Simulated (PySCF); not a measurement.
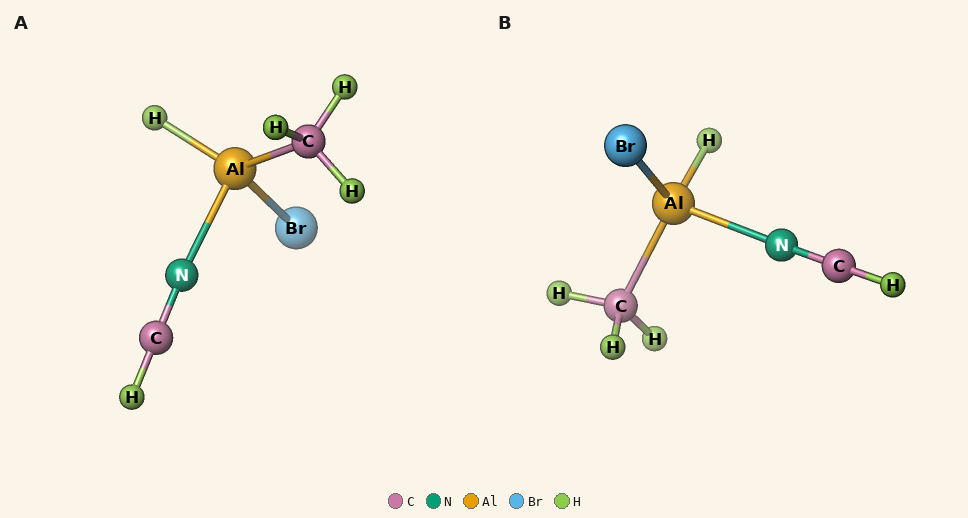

Distant atoms are faded towards the background colour. The computed structure is the end point of a PBE0-D3(BJ)/def2-SVP optimisation. No frequency run is at hand to confirm it as a minimum.

Q: How are A and B related: the same structure turned, mirror images, conformers, diastereomers or constitutional isomers?

A: They are the same structure, C2H5AlBrN (C#[N+][Al@@H-]([CH3])[Br]), seen from two directions: a rotation takes one into the other. The geometry is chiral (C1), so its mirror image would differ.
